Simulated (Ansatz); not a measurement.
ClHSi···H2

Input

```
crystal:
  periodic: [false, false, false]
  atoms:
    - { symbol: Si, position_ang: [-0.273086, -0.029883, -0.205163] }
    - { symbol: H, position_ang: [1.67955, 0.032415, 1.626822] }
    - { symbol: H, position_ang: [2.09466, 0.028941, 1.044733] }
    - { symbol: H, position_ang: [-1.185108, 1.061764, -0.831889] }
    - { symbol: Cl, position_ang: [-1.424816, -1.639937, -1.003703] }
basis:
  gaussian: { orbitals: cc-pVDZ }
hamiltonian:
  xc: pbe0
relax:
  f_tol: 0.03
  max_steps: 50
output:
  orbitals: {}
```

Command:

```sh
ansatz run input.yaml --threads 1 --pin off --max-ram 2048MiB --backend cpu --events-out ev --progress --plain --runs-dir out
```

The fields are those of the run's last geometry, not of the input's.

Theory: RKS PBE0/cc-pVDZ in Ansatz 0.2.0.

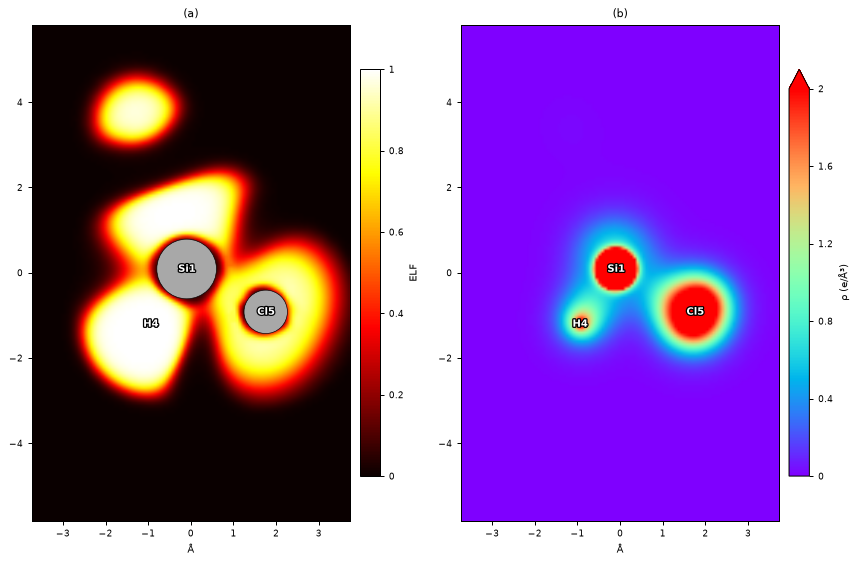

Figure 1. (a) ELF; (b) total electron density on the plane of atoms H4, Si1 and Cl5. Grey discs cover the atomic cores in the ELF map.

Question: Interpret the plot.

Answer:
- The section cuts through Si, H and Cl sites.
- Si–Cl (2.11 Å): ρ at the midpoint is about 0.78 e/Å³; the ELF peaks at about 0.85 between the atoms, as expected for a shared but strongly polarised pair.
- Si–H (1.54 Å): ρ is about 0.72 e/Å³ halfway; the ELF climbs to about 1 towards the hydrogen, as it does in any bond to H.
- The ELF also peaks beside Cl5 and Si1, away from the bonds: lone-pair regions.

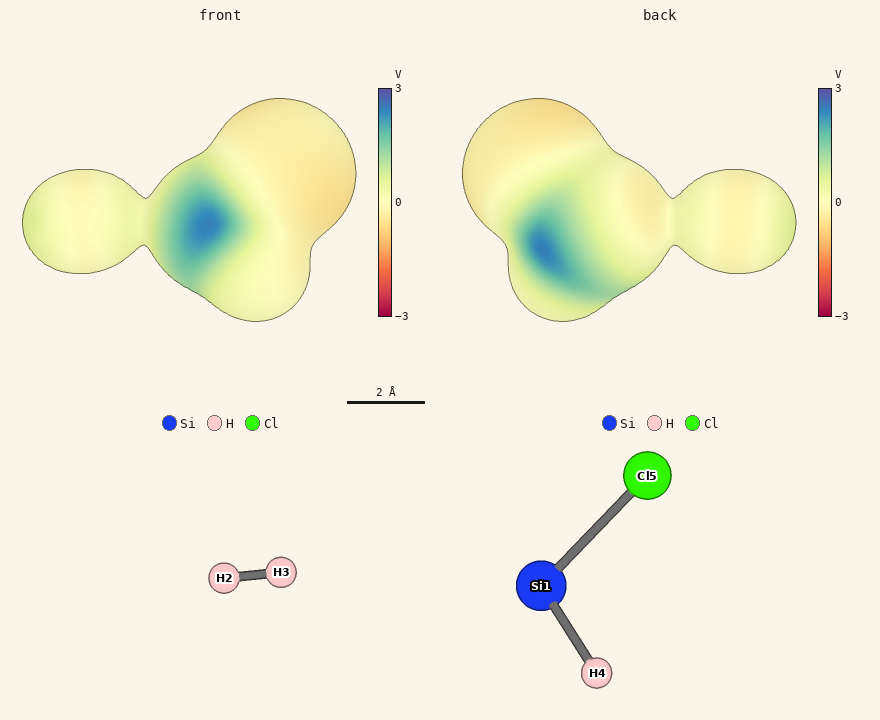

Figure 2. The molecular electrostatic potential painted on the density surface at 0.002 e/bohr³, seen from the front and from behind; red is negative and blue positive. The bare structure is drawn below in the same view.

Question: Which sites attract a positive test charge, and which a negative one?

Answer: A positive charge is drawn to the negative regions and a negative charge to the positive ones. The most negative region (about −0.5 V) lies over Cl5, the most positive (about +2.4 V) over Si1.

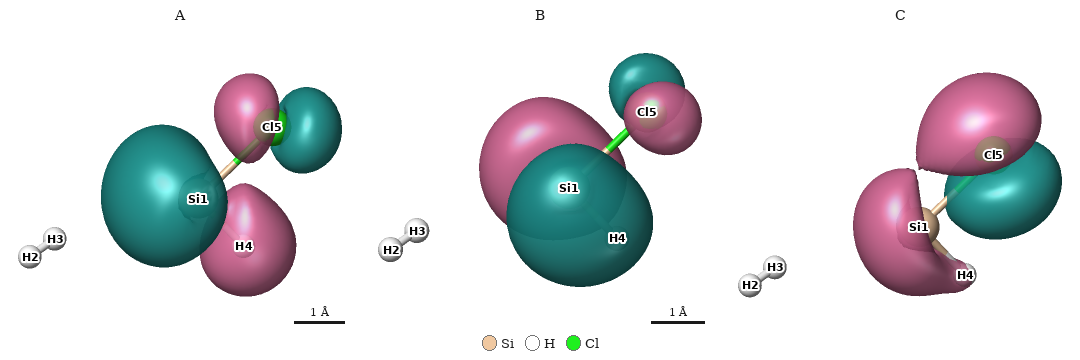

Figure 3. Three frontier orbitals at ±0.1 Å⁻³ᐟ² (teal and pink are the two phases), in no order.

Question: Order the three orbitals by energy and name them.

Answer: C is the HOMO−1 (−9.54 eV). It lies mainly on Cl5 (about 75 %) and Si1 (about 20 %). A is the HOMO (−7.06 eV). By Hirshfeld shares it lies mainly on Si1 (about 60 %), Cl5 (about 20 %) and H4 (about 15 %). B is the LUMO (−3.07 eV). Its weight (Hirshfeld) is mainly on Si1 (about 85 %) and Cl5 (about 10 %).

Question: What is the HOMO–LUMO gap?

Answer: 3.99 eV between the orbital energies.
